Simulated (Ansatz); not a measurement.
Band structure of CuNi3N (Pm-3m, 5 atoms in the cell).

```
CuNi3N
1.0
    3.70213     0.00000     0.00000
    0.00000     3.70213     0.00000
    0.00000     0.00000     3.70213
Cu Ni N
1 3 1
Direct
  0.00000   0.00000   0.00000
  0.00000   0.50000   0.50000
  0.50000   0.00000   0.50000
  0.50000   0.50000   0.00000
  0.50000   0.50000   0.50000
```
Moments meant for the start (each program seeds them in its own way; μB, in the order of the atoms Cu Ni Ni Ni N): 0.0 2.0 2.0 2.0 0.0.

Method of the run: LDA (PW92), PAW files made with PBE (plane waves; Ansatz, a first-principles code).

Settings: kpoints.mp_grid.grid = 9 9 9; hamiltonian.xc = lda; hamiltonian.pseudopotentials = {kind: paw} (the program's default PAW files); magnetization.spin_polarized = true; scf.occupations.method = fermi_dirac; scf.occupations.width = 0.1 eV; kpoints.band_path.npoints = 8.

The starting cell comes from a database of computed structures (which also holds hypothetical and non-ambient phases and stackings), without a prior relaxation at this level. The starting moments vanished: the run ended non-magnetic, which need not be the lowest state. The program warned that a starting moment was not kept.

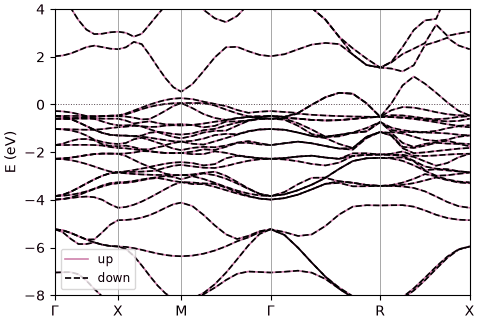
Figure. Bands along the path, energies from the Fermi level.

Levels in eV from the Fermi level, bands 37 to 44 of the first spin channel:
```csv
point,37,38,39,40,41,42,43,44
Γ,-0.48,-0.48,-0.48,-0.28,2.02,4.85,4.85,4.85
X,-0.59,-0.49,-0.46,-0.46,2.32,3.05,6.34,6.34
M,-0.83,0.06,0.06,0.26,0.54,4.74,4.74,5.16
R,-0.52,-0.52,-0.52,-0.52,1.55,1.55,1.55,4.22
```

Bands cross the Fermi level along this path, so the cell is metallic at this level.

The net moment of the cell came out as 0.00 μB.

Keys are those of Ansatz 0.2.
